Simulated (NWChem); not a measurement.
**Energy and gradient calculation, with input and output: LiCl**

System: LiCl, SMILES [Li][Cl].
Method: M06-2X/cc-pVTZ, RKS (NWChem 7.3.0).

The geometry comes from this level: PBE0-D4/def2-TZVP.

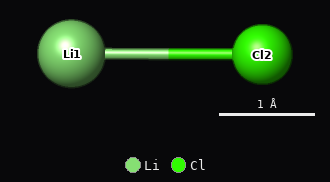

*The input geometry (ball-and-stick view, seen on its broad side; atoms are numbered from 1 in the order of the input). Sticks mark near contacts.*

Bond lengths as drawn: Cl–Li 2.01 Å.

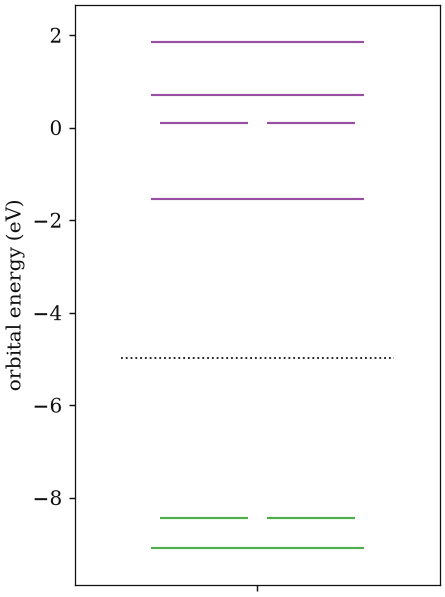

*Orbital energies near the frontier; the dotted line parts filled from empty levels, and levels within 0.02 eV of each other stand side by side.*

Highest filled −8.44 eV, lowest empty −1.53 eV, 6.91 eV apart.

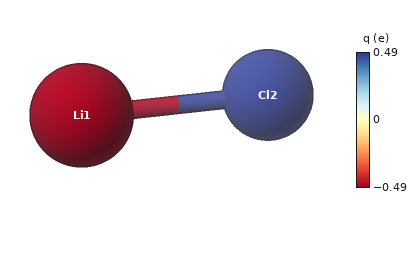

*Löwdin charges, as the colour of each atom (ball-and-stick view, seen at a tilt; atoms are numbered from 1 in the order of the input).*

By element: Li −0.47 and Cl +0.47 e.

These pictures come from the run below.

Input:
```python
from ase import Atoms
from ase.calculators.nwchem import NWChem

system = Atoms(['Li', 'Cl'], positions=[
    [0.857060, -0.306110, 0.430800],
    [-0.857060, 0.306110, -0.430800],
])

calc = NWChem(
    label='run',
    theory='dft',
    memory='2200 mb',
    basis='cc-pVTZ',
    basispar='spherical bse',
    dft={'xc': 'm06-2x', 'mult': '1', 'grid': 'xfine', 'convergence': 'energy 1e-08', 'iterations': '100', 'mulliken': None},
)
system.calc = calc

forces = system.get_forces()
e = system.get_potential_energy()
print(f"E = {e:.6f} eV")
print("forces (eV/A):")
for s, f in zip(system.symbols, forces):
    print(f"{s:2s} {f[0]:10.5f} {f[1]:10.5f} {f[2]:10.5f}")
print("dipole (e A):", system.get_dipole_moment().round(4))
```

File run.nwi:
```
title "run"

permanent_dir run

scratch_dir run

start run

geometry units angstrom nocenter noautosym noautoz
  Li 8.5706000000000004e-01 -3.0610999999999999e-01 4.3080000000000002e-01
  Cl -8.5706000000000004e-01 3.0610999999999999e-01 -4.3080000000000002e-01
end

memory 2200 mb

basis spherical bse noprint
   * library cc-pVTZ
end

dft
  xc m06-2x
  mult 1
  grid xfine
  convergence energy 1e-08
  iterations 100
  mulliken
end

task dft gradient
```

Launched with:
```bash
export ASE_NWCHEM_COMMAND="nwchem PREFIX.nwi > PREFIX.nwo"
python run.py
```

What the program printed:
```
E = -12729.568533 eV
forces (eV/A):
Li    0.06649   -0.02376    0.03342
Cl   -0.06649    0.02376   -0.03342
dipole (e A): [ 1.2283 -0.4387  0.6174]
```

Results in brief:

| quantity | value |
| --- | --- |
| outcome | converged |
| total energy | −467.803019 hartree |
| basis functions | 64 |
| largest force | 0.078 eV/Å |
| HOMO | −8.44 eV |
| LUMO | −1.53 eV |
| dipole moment | 6.93 D |
| hardware | 1 thread of Intel Xeon @ 2.50GHz (Skylake/Cascade Lake), 12 GiB of memory available, shared host |
| wall time | 33 s |
| peak memory | 0.12 GiB |
